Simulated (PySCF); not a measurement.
# C₄H₈AlN: NMR shifts at several levels of theory, part 2 of 2

PySCF 2.14.0. Atoms count from 0. The steps go on from the part before.

### Step 8. Shielding tensors: OPBE/pcSseg-1

Job settings and geometry (Å):

```
{"job": {"kind": "nmr", "xc": "OPBE", "basis": "pcSseg-1", "pop": false}, "charge": 0, "multiplicity": 1}
C     -0.481221     0.689155     2.107030
N     -1.102803     0.005698     2.810970
Al    -1.705580    -1.524600     1.304785
C     -0.971637    -0.539250    -0.297353
C      0.340752     0.214625    -0.088947
C      0.222575     1.308509     1.003269
H     -3.291290    -1.528650     1.479615
H     -0.819187    -2.743285     1.837221
H     -1.737777     0.153377    -0.693982
H     -0.822689    -1.292210    -1.092365
H      0.699826     0.723387    -1.000307
H      1.139889    -0.481734     0.215934
H      1.199924     1.691410     1.333738
H     -0.378675     2.163160     0.652701
```

With the program's defaults for keys left out, this is: GIAO OPBE/pcSseg-1 NMR shielding, non-relativistic, gas phase.

The program printed:

```text
coarse grid: 11992 points
cycle   1  E = -454.1152889472  dE =  3.440e-01  |g| = 5.492e-01  |ddm| = 3.370e+00
cycle   2  E = -453.8592029621  dE =  2.561e-01  |g| = 1.177e+00  |ddm| = 1.555e+00
cycle   3  E = -454.1727022452  dE = -3.135e-01  |g| = 3.467e-01  |ddm| = 1.053e+00
cycle   4  E = -454.1992693870  dE = -2.657e-02  |g| = 7.950e-02  |ddm| = 2.781e-01
cycle   5  E = -454.2008776582  dE = -1.608e-03  |g| = 1.352e-02  |ddm| = 9.256e-02
cycle   6  E = -454.2009209264  dE = -4.327e-05  |g| = 5.558e-03  |ddm| = 1.703e-02
cycle   7  E = -454.2009287075  dE = -7.781e-06  |g| = 8.329e-04  |ddm| = 5.441e-03
final grid: 110696 points
cycle   8  E = -454.2181846560  dE = -1.295e-04  |g| = 1.159e-02  |ddm| = 5.186e-02
cycle   9  E = -454.2181379144  dE =  4.674e-05  |g| = 1.702e-02  |ddm| = 2.511e-02
cycle  10  E = -454.2181952488  dE = -5.733e-05  |g| = 8.017e-03  |ddm| = 1.764e-02
cycle  11  E = -454.2182080047  dE = -1.276e-05  |g| = 2.367e-03  |ddm| = 5.817e-03
cycle  12  E = -454.2182092687  dE = -1.264e-06  |g| = 2.198e-04  |ddm| = 1.772e-03
cycle  13  E = -454.2182092806  dE = -1.197e-08  |g| = 7.081e-05  |ddm| = 2.889e-04
cycle  14  E = -454.2182092819  dE = -1.280e-09  |g| = 1.136e-05  |ddm| = 7.509e-05
cycle  15  E = -454.2182092819  dE = -3.308e-11  |g| = 4.263e-06  |ddm| = 2.029e-05
converged SCF energy = -454.2182092819

GIAO shielding tensors (ppm)
atom      isotropic    diamagn.    paramagn.     s11        s22        s33       span
  0 C       46.899     268.921    -222.022    -83.956    -52.948    277.601    361.557
  1 N       -0.504     335.668    -336.172   -163.424   -126.485    288.396    451.820
  2 Al     381.529     796.268    -414.739    348.888    391.430    404.269     55.381
  3 C      175.499     251.340     -75.841    162.833    173.386    190.276     27.443
  4 C      151.599     249.028     -97.430    127.745    162.839    164.213     36.468
  5 C      161.316     252.327     -91.011    136.442    172.925    174.580     38.138
  6 H       26.514      28.432      -1.918     23.696     24.563     31.282      7.585
  7 H       26.520      29.153      -2.633     23.779     24.771     31.008      7.230
  8 H       30.832      31.749      -0.917     26.828     28.730     36.936     10.108
  9 H       31.013      31.211      -0.198     26.617     28.536     37.886     11.270
 10 H       28.693      31.411      -2.718     23.159     27.200     35.720     12.561
 11 H       28.878      32.275      -3.397     24.847     27.428     34.360      9.513
 12 H       28.822      28.392       0.430     24.249     26.301     35.915     11.666
 13 H       28.894      29.277      -0.383     24.860     26.650     35.172     10.312
```

Run time: 19 s. Hardware: 1 thread of Arm Neoverse V2, shared host; peak memory 0.81 GiB.

In short: δ C0 138.2, C4 33.5, C5 23.8, C3 9.6, H6 4.71, H10 2.44 ppm (means over like atoms).

### Step 9. Shielding tensors: KT2/pcSseg-1

The job, as its differences from that of step 8:

```diff
@@ -1,2 +1,2 @@
-{"job": {"kind": "nmr", "xc": "OPBE", "basis": "pcSseg-1", "pop": false}, "charge": 0, "multiplicity": 1}
+{"job": {"kind": "nmr", "xc": "KT2", "basis": "pcSseg-1", "pop": false}, "charge": 0, "multiplicity": 1}
 C     -0.481221     0.689155     2.107030
```

Method: GIAO KT2/pcSseg-1 NMR shielding, non-relativistic, gas phase.

The program printed:

```text
coarse grid: 11992 points
cycle   1  E = -460.1845936101  dE =  3.993e-01  |g| = 5.702e-01  |ddm| = 3.339e+00
cycle   2  E = -459.8864164606  dE =  2.982e-01  |g| = 1.242e+00  |ddm| = 1.662e+00
cycle   3  E = -460.2493260638  dE = -3.629e-01  |g| = 3.321e-01  |ddm| = 1.154e+00
cycle   4  E = -460.2741841510  dE = -2.486e-02  |g| = 8.446e-02  |ddm| = 2.801e-01
cycle   5  E = -460.2760362464  dE = -1.852e-03  |g| = 1.482e-02  |ddm| = 1.036e-01
cycle   6  E = -460.2760917889  dE = -5.554e-05  |g| = 5.868e-03  |ddm| = 1.969e-02
cycle   7  E = -460.2761004653  dE = -8.676e-06  |g| = 7.254e-04  |ddm| = 5.921e-03
final grid: 110696 points
cycle   8  E = -460.2876314292  dE = -1.906e-04  |g| = 1.622e-02  |ddm| = 4.646e-02
cycle   9  E = -460.2875691989  dE =  6.223e-05  |g| = 2.100e-02  |ddm| = 3.095e-02
cycle  10  E = -460.2876802198  dE = -1.110e-04  |g| = 4.711e-03  |ddm| = 2.259e-02
cycle  11  E = -460.2876840469  dE = -3.827e-06  |g| = 2.625e-03  |ddm| = 4.900e-03
cycle  12  E = -460.2876855507  dE = -1.504e-06  |g| = 4.702e-04  |ddm| = 1.812e-03
cycle  13  E = -460.2876856096  dE = -5.888e-08  |g| = 7.324e-05  |ddm| = 5.177e-04
cycle  14  E = -460.2876856109  dE = -1.317e-09  |g| = 1.986e-05  |ddm| = 1.085e-04
cycle  15  E = -460.2876856110  dE = -1.256e-10  |g| = 2.826e-06  |ddm| = 3.144e-05
converged SCF energy = -460.2876856110

GIAO shielding tensors (ppm)
atom      isotropic    diamagn.    paramagn.     s11        s22        s33       span
  0 C       49.252     268.264    -219.012    -80.527    -49.115    277.397    357.924
  1 N        2.948     337.972    -335.025   -157.794   -119.096    285.733    443.527
  2 Al     368.029     798.596    -430.567    329.109    375.077    399.900     70.791
  3 C      171.126     250.767     -79.641    157.935    168.832    186.610     28.674
  4 C      147.997     250.000    -102.003    122.931    160.381    160.680     37.749
  5 C      159.027     254.627     -95.600    133.361    170.954    172.767     39.406
  6 H       26.243      28.419      -2.176     23.404     24.316     31.011      7.607
  7 H       26.255      29.111      -2.856     23.453     24.565     30.746      7.294
  8 H       30.748      31.779      -1.031     26.840     28.734     36.672      9.832
  9 H       30.872      31.152      -0.280     26.598     28.552     37.464     10.867
 10 H       28.562      31.590      -3.027     23.046     27.213     35.428     12.383
 11 H       28.830      32.424      -3.594     24.794     27.523     34.173      9.379
 12 H       28.721      28.347       0.373     24.143     26.299     35.721     11.578
 13 H       28.850      29.507      -0.657     24.785     26.685     35.080     10.294
```

Run time: 19 s. Hardware: 1 thread of Arm Neoverse V2, shared host; peak memory 0.81 GiB.

Key values: δ C0 134.0, C4 35.2, C5 24.2, C3 12.1, H6 4.93, H10 2.48 ppm (means over like atoms).

### Step 10. Nuclear shieldings: KT3/pcSseg-1

The job, as its differences from that of step 9:

```diff
@@ -1,2 +1,2 @@
-{"job": {"kind": "nmr", "xc": "KT2", "basis": "pcSseg-1", "pop": false}, "charge": 0, "multiplicity": 1}
+{"job": {"kind": "nmr", "xc": "KT3", "basis": "pcSseg-1", "pop": false}, "charge": 0, "multiplicity": 1}
 C     -0.481221     0.689155     2.107030
```

Method: GIAO KT3/pcSseg-1 NMR shielding, non-relativistic, gas phase.

The program printed:

```text
coarse grid: 11992 points
cycle   1  E = -459.7012586478  dE =  3.790e-01  |g| = 5.891e-01  |ddm| = 3.352e+00
cycle   2  E = -459.3897740887  dE =  3.115e-01  |g| = 1.274e+00  |ddm| = 1.697e+00
cycle   3  E = -459.7684841159  dE = -3.787e-01  |g| = 3.508e-01  |ddm| = 1.173e+00
cycle   4  E = -459.7965098637  dE = -2.803e-02  |g| = 8.413e-02  |ddm| = 2.947e-01
cycle   5  E = -459.7983431759  dE = -1.833e-03  |g| = 1.512e-02  |ddm| = 1.033e-01
cycle   6  E = -459.7983998041  dE = -5.663e-05  |g| = 5.969e-03  |ddm| = 1.975e-02
cycle   7  E = -459.7984088342  dE = -9.030e-06  |g| = 8.361e-04  |ddm| = 6.049e-03
final grid: 110696 points
cycle   8  E = -459.8067197263  dE = -1.898e-04  |g| = 1.104e-02  |ddm| = 4.835e-02
cycle   9  E = -459.8067112953  dE =  8.431e-06  |g| = 1.051e-02  |ddm| = 1.349e-02
cycle  10  E = -459.8067200735  dE = -8.778e-06  |g| = 7.617e-03  |ddm| = 1.142e-02
cycle  11  E = -459.8067326232  dE = -1.255e-05  |g| = 1.407e-03  |ddm| = 5.098e-03
cycle  12  E = -459.8067331394  dE = -5.163e-07  |g| = 2.004e-04  |ddm| = 1.352e-03
cycle  13  E = -459.8067331492  dE = -9.792e-09  |g| = 7.231e-05  |ddm| = 3.078e-04
cycle  14  E = -459.8067331506  dE = -1.404e-09  |g| = 1.436e-05  |ddm| = 8.512e-05
cycle  15  E = -459.8067331507  dE = -6.833e-11  |g| = 2.654e-06  |ddm| = 2.426e-05
converged SCF energy = -459.8067331507

GIAO shielding tensors (ppm)
atom      isotropic    diamagn.    paramagn.     s11        s22        s33       span
  0 C       49.771     268.462    -218.691    -78.793    -48.961    277.066    355.859
  1 N        4.736     337.713    -332.977   -155.272   -118.236    287.717    442.989
  2 Al     387.198     797.846    -410.648    355.877    396.176    409.542     53.665
  3 C      170.736     250.444     -79.708    158.161    168.457    185.589     27.428
  4 C      147.360     249.156    -101.796    123.587    158.523    159.969     36.382
  5 C      158.083     253.343     -95.260    133.325    169.255    171.670     38.346
  6 H       26.743      28.767      -2.024     23.929     24.780     31.520      7.591
  7 H       26.760      29.532      -2.772     23.999     25.023     31.259      7.261
  8 H       30.975      31.988      -1.013     27.137     28.971     36.816      9.678
  9 H       31.070      31.397      -0.327     26.879     28.803     37.527     10.648
 10 H       28.745      31.717      -2.972     23.369     27.400     35.467     12.098
 11 H       29.036      32.631      -3.595     25.083     27.691     34.332      9.249
 12 H       28.891      28.405       0.487     24.420     26.508     35.746     11.326
 13 H       29.003      29.526      -0.524     25.023     26.863     35.122     10.099
```

Run time: 19 s. Hardware: 1 thread of Arm Neoverse V2, shared host; peak memory 0.81 GiB.

Key values: δ C0 132.5, C4 34.9, C5 24.2, C3 11.6, H6 4.57, H10 2.43 ppm (means over like atoms).

### Step 11. NMR shieldings: B97-D/pcSseg-1

The job, as its differences from that of step 10:

```diff
@@ -1,2 +1,2 @@
-{"job": {"kind": "nmr", "xc": "KT3", "basis": "pcSseg-1", "pop": false}, "charge": 0, "multiplicity": 1}
+{"job": {"kind": "nmr", "xc": "B97-D", "basis": "pcSseg-1", "pop": false}, "charge": 0, "multiplicity": 1}
 C     -0.481221     0.689155     2.107030
```

Method: GIAO B97-D/pcSseg-1 NMR shielding, non-relativistic, gas phase.

The program printed:

```text
coarse grid: 11992 points
cycle   1  E = -454.0652406601  dE =  3.528e-01  |g| = 6.000e-01  |ddm| = 3.393e+00
cycle   2  E = -453.7463371243  dE =  3.189e-01  |g| = 1.300e+00  |ddm| = 1.660e+00
cycle   3  E = -454.1323049987  dE = -3.860e-01  |g| = 3.707e-01  |ddm| = 1.157e+00
cycle   4  E = -454.1628567277  dE = -3.055e-02  |g| = 8.775e-02  |ddm| = 2.947e-01
cycle   5  E = -454.1648389580  dE = -1.982e-03  |g| = 1.657e-02  |ddm| = 1.056e-01
cycle   6  E = -454.1649060093  dE = -6.705e-05  |g| = 6.127e-03  |ddm| = 2.054e-02
cycle   7  E = -454.1649154764  dE = -9.467e-06  |g| = 1.002e-03  |ddm| = 6.142e-03
final grid: 110696 points
cycle   8  E = -454.1926347279  dE = -7.648e-05  |g| = 1.297e-02  |ddm| = 3.245e-02
cycle   9  E = -454.1926052891  dE =  2.944e-05  |g| = 1.573e-02  |ddm| = 2.227e-02
cycle  10  E = -454.1926599260  dE = -5.464e-05  |g| = 4.577e-03  |ddm| = 1.604e-02
cycle  11  E = -454.1926635044  dE = -3.578e-06  |g| = 2.336e-03  |ddm| = 4.031e-03
cycle  12  E = -454.1926647358  dE = -1.231e-06  |g| = 3.163e-04  |ddm| = 1.626e-03
cycle  13  E = -454.1926647626  dE = -2.674e-08  |g| = 5.582e-05  |ddm| = 3.671e-04
cycle  14  E = -454.1926647633  dE = -7.469e-10  |g| = 1.486e-05  |ddm| = 7.840e-05
converged SCF energy = -454.1926647633

GIAO shielding tensors (ppm)
atom      isotropic    diamagn.    paramagn.     s11        s22        s33       span
  0 C       40.761     268.142    -227.382    -92.604    -61.694    276.580    369.183
  1 N       -4.131     337.682    -341.813   -168.764   -130.375    286.746    455.509
  2 Al     379.745     796.289    -416.543    347.949    391.112    400.174     52.225
  3 C      168.424     249.963     -81.539    155.422    166.360    183.489     28.068
  4 C      144.353     248.678    -104.325    120.782    155.600    156.676     35.894
  5 C      155.315     252.774     -97.459    130.373    166.498    169.075     38.702
  6 H       26.822      28.936      -2.114     24.020     24.832     31.614      7.594
  7 H       26.837      29.666      -2.829     24.083     25.076     31.352      7.269
  8 H       31.100      31.942      -0.842     27.290     29.173     36.835      9.545
  9 H       31.191      31.315      -0.124     27.009     28.963     37.600     10.591
 10 H       28.854      31.592      -2.738     23.545     27.532     35.485     11.941
 11 H       29.122      32.531      -3.409     25.206     27.814     34.346      9.140
 12 H       29.009      28.305       0.704     24.576     26.644     35.808     11.232
 13 H       29.104      29.431      -0.327     25.173     27.008     35.130      9.957
```

Wall time 18 s (1 thread of Arm Neoverse V2, shared host); peak memory 0.81 GiB.

In short: δ C0 138.4, C4 34.8, C5 23.9, C3 10.7, H6 4.58, H10 2.42 ppm (means over like atoms).

### Step 12. NMR shieldings: B3LYP/pcSseg-1

The job, as its differences from that of step 11:

```diff
@@ -1,2 +1,2 @@
-{"job": {"kind": "nmr", "xc": "B97-D", "basis": "pcSseg-1", "pop": false}, "charge": 0, "multiplicity": 1}
+{"job": {"kind": "nmr", "xc": "B3LYP", "basis": "pcSseg-1", "pop": false}, "charge": 0, "multiplicity": 1}
 C     -0.481221     0.689155     2.107030
```

With the program's defaults for keys left out, this is: GIAO B3LYP/pcSseg-1 NMR shielding, non-relativistic, gas phase.

The program printed:

```text
coarse grid: 11992 points
cycle   1  E = -454.2762359410  dE =  4.497e-01  |g| = 5.419e-01  |ddm| = 3.325e+00
cycle   2  E = -454.1073959980  dE =  1.688e-01  |g| = 1.036e+00  |ddm| = 1.237e+00
cycle   3  E = -454.3426215427  dE = -2.352e-01  |g| = 2.195e-01  |ddm| = 7.732e-01
cycle   4  E = -454.3527869911  dE = -1.017e-02  |g| = 5.885e-02  |ddm| = 1.812e-01
cycle   5  E = -454.3536341030  dE = -8.471e-04  |g| = 8.563e-03  |ddm| = 5.767e-02
cycle   6  E = -454.3536500373  dE = -1.593e-05  |g| = 2.834e-03  |ddm| = 9.394e-03
cycle   7  E = -454.3536519833  dE = -1.946e-06  |g| = 5.057e-04  |ddm| = 2.497e-03
final grid: 110696 points
cycle   8  E = -454.3978221115  dE = -2.227e-05  |g| = 4.874e-03  |ddm| = 1.699e-02
cycle   9  E = -454.3978180601  dE =  4.051e-06  |g| = 6.286e-03  |ddm| = 9.498e-03
cycle  10  E = -454.3978282424  dE = -1.018e-05  |g| = 4.467e-04  |ddm| = 5.448e-03
cycle  11  E = -454.3978282863  dE = -4.389e-08  |g| = 1.695e-04  |ddm| = 5.063e-04
cycle  12  E = -454.3978282906  dE = -4.251e-09  |g| = 1.023e-04  |ddm| = 1.527e-04
cycle  13  E = -454.3978282926  dE = -2.014e-09  |g| = 3.510e-05  |ddm| = 7.513e-05
cycle  14  E = -454.3978282929  dE = -2.722e-10  |g| = 3.949e-06  |ddm| = 2.655e-05
converged SCF energy = -454.3978282929

GIAO shielding tensors (ppm)
atom      isotropic    diamagn.    paramagn.     s11        s22        s33       span
  0 C       33.713     267.795    -234.082   -104.554    -73.762    279.454    384.008
  1 N      -18.757     338.648    -357.405   -194.317   -148.920    286.967    481.285
  2 Al     366.745     795.435    -428.691    338.098    376.209    385.927     47.829
  3 C      168.467     249.706     -81.239    155.573    166.559    183.271     27.698
  4 C      146.362     247.870    -101.509    124.153    157.365    157.567     33.414
  5 C      155.757     252.281     -96.525    130.700    166.575    169.995     39.295
  6 H       26.796      28.824      -2.028     23.980     24.727     31.680      7.700
  7 H       26.813      29.523      -2.710     24.041     24.978     31.419      7.378
  8 H       31.157      31.892      -0.735     27.222     29.133     37.117      9.895
  9 H       31.193      31.283      -0.090     26.881     28.883     37.815     10.934
 10 H       28.976      31.484      -2.508     23.644     27.535     35.749     12.105
 11 H       29.246      32.377      -3.131     25.184     27.806     34.749      9.565
 12 H       29.055      28.271       0.783     24.519     26.584     36.061     11.541
 13 H       29.136      29.357      -0.221     25.127     26.958     35.323     10.197
```

Wall time 14 s (1 thread of Arm Neoverse V2, shared host); peak memory 0.86 GiB.

In short: δ C0 145.5, C4 32.9, C5 23.5, C3 10.8, H6 4.58, H12 2.29 ppm (means over like atoms).

### Step 13. Side by side: NMR shifts

Shifts (ppm) of some atoms, chosen among heavy atoms and hydrogens apart, means over like atoms, with basis size and wall time:

```
           run     C0    C4    C3    H6   H10     N1    Al2  functions   time
   HF/pcSseg-1  153.8  25.1   6.2  4.19  1.95  286.8   87.8        149  6.2 s
  LDA/pcSseg-1  148.2  34.5  12.1  5.24  2.51  292.7  149.9        149   15 s
  PBE/pcSseg-1  142.5  34.9  11.5  4.91  2.45  278.0  131.1        149   19 s
 BLYP/pcSseg-1  141.6  35.9  12.5  4.73  2.41  279.3  128.3        149   19 s
 BP86/pcSseg-1  142.3  34.9  11.3  4.88  2.44  275.5  128.9        149   19 s
 OPBE/pcSseg-1  138.2  33.5   9.6  4.71  2.44  264.6  114.4        149   19 s
  KT2/pcSseg-1  134.0  35.2  12.1  4.93  2.48  261.4  129.7        149   19 s
  KT3/pcSseg-1  132.5  34.9  11.6  4.57  2.43  257.3  115.2        149   19 s
B97-D/pcSseg-1  138.4  34.8  10.7  4.58  2.42  265.0  117.1        149   18 s
B3LYP/pcSseg-1  145.5  32.9  10.8  4.58  2.27  282.3  118.1        149   14 s
```

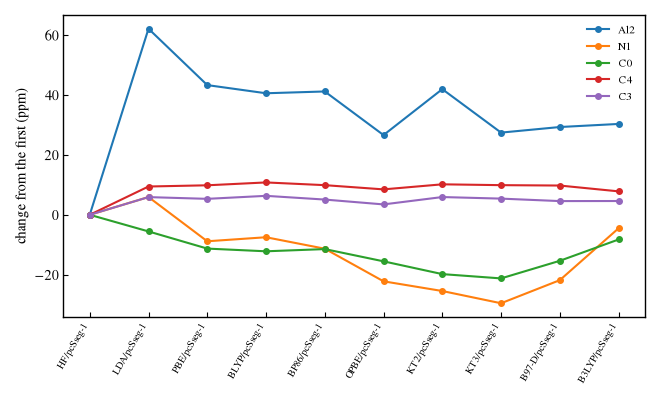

How five of the tabulated atoms move from run to run.

### Step 14. Summary of results

The summary covers parts 1 to 2.

```
                                                            quantity                        value
                                                         point group                           C1
                                rotational constants (main isotopes)         4.09, 2.87, 1.84 GHz
                                13C shifts against TMS (HF/pcSseg-1)   153.8, 25.1, 19.5, 6.2 ppm
1H shifts against TMS (HF/pcSseg-1, means over atoms taken as alike)  4.19, 2.18, 1.95, -0.02 ppm
                                15N shifts against NH3 (HF/pcSseg-1)                    286.8 ppm
                             27Al shifts against AlH4- (HF/pcSseg-1)                     87.8 ppm
                                           range of the shift of Al2            87.8 to 149.9 ppm
```

**Reading.** Single values in the summary come from the first sound run of each kind (HF/pcSseg-1), which need not be the best level. The start of the PBE0/def2-SVP relaxation was shaken at random by about 0.01 Å, so part of the energy gained, and of the first lengths quoted, undoes that. Over 9 steps the energy fell by 0.234 eV; of the close pairs, N1–Al2 changed most, 2.044 to 2.230 Å. No frequency check was run at this level, so the end point may be a saddle. At HF/pcSseg-1: The widest tensor belongs to N1: span 500 ppm, with a paramagnetic part of -358 ppm. Across the 10 runs the shift of Al2 moves most, between 87.8 (HF/pcSseg-1) and 149.9 ppm (LDA/pcSseg-1).
